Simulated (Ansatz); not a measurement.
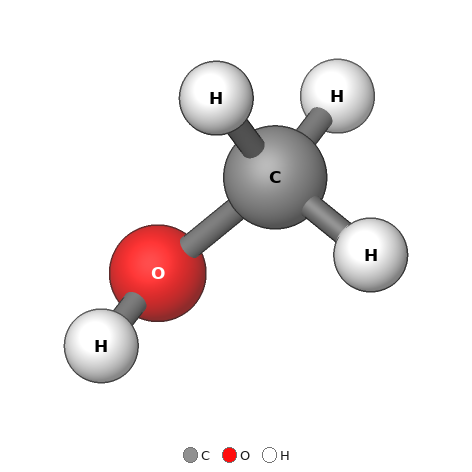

A ball-and-stick model of a molecule. Every bond is drawn as one stick, whatever its order.

The geometry was computed by an optimisation with PBE0-D4/def2-TZVP. No frequency run is at hand to confirm it as a minimum.

Count the atoms of each element.

Answer. CH₄O, 6 atoms: 1 carbon, 4 hydrogen and 1 oxygen.

Count the bonded pairs by element.

Answer. 3 C–H, 1 C–O, 1 O–H. Sticks follow a distance rule.

Which point group does it belong to?

Answer. Cs.

How many sets of symmetry-equivalent atoms are there?

Answer. 5: 1 C, 1 O, 1 H, 2 H, 1 H.

The parts below concern this one geometry. Atoms keep their numbers from picture to picture.

## Geometry

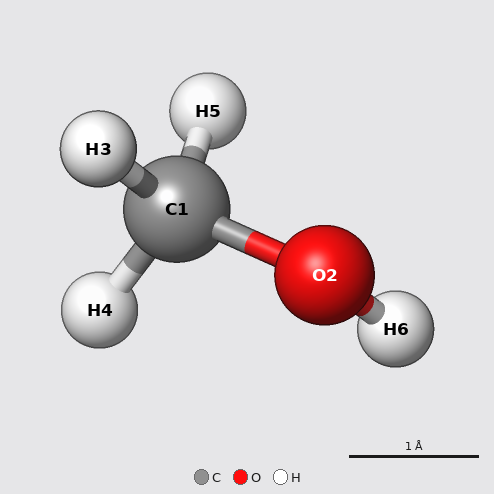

The atoms are numbered. No frequency run is at hand to confirm it as a minimum.

Which atoms are bonded, and how long are the bonds?

```tsv
bond	length (Å)
C1–O2	1.409
C1–H3	1.090
C1–H4	1.097
C1–H5	1.097
O2–H6	0.959
```

## Dipole moment

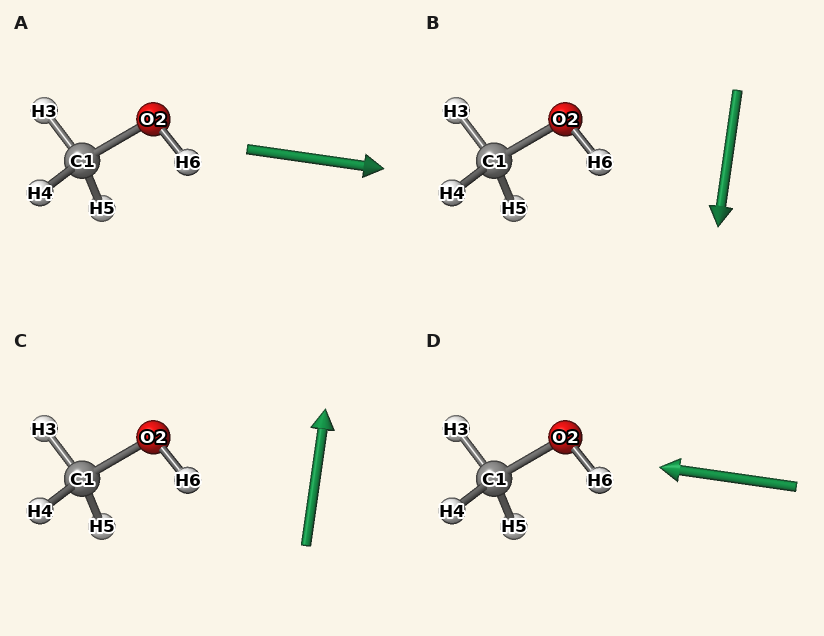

The same molecule four times, each with an arrow. No frequency run is at hand to confirm it as a minimum. Method: RKS PBE0-D4/def2-TZVP (Ansatz 0.2.0).

Which arrow points along the dipole moment, from the negative to the positive end?

Answer. B. The dipole moment is 1.67 D; it points from the side of O2, H3 to the side of H4, H5 (the outermost atoms at the two ends).

## Charges

The questions are on Mulliken charges. No frequency run is at hand to confirm it as a minimum. Properties computed with RKS PBE0-D4/def2-TZVP (Ansatz 0.2.0).

Which atom carries the highest charge (most positive or least negative)?

Answer. H6 (0.31 e).

And the lowest?

Answer. O2 (−0.46 e).

List the Mulliken charges.

```tsv
atom	value (e)
C1	−0.19
O2	−0.46
H3	0.13
H4	0.11
H5	0.11
H6	0.31
```

## Electronic properties

No frequency run is at hand to confirm it as a minimum. Level of theory: RKS PBE0-D4/def2-TZVPPD (Ansatz 0.2.0).

What is the HOMO energy (Kohn–Sham orbital)?

Answer. −7.98 eV.

What is the LUMO energy (Kohn–Sham orbital)?

Answer. 0.24 eV.

Mulliken values depend strongly on the basis set and can even reverse the polarity of a bond.
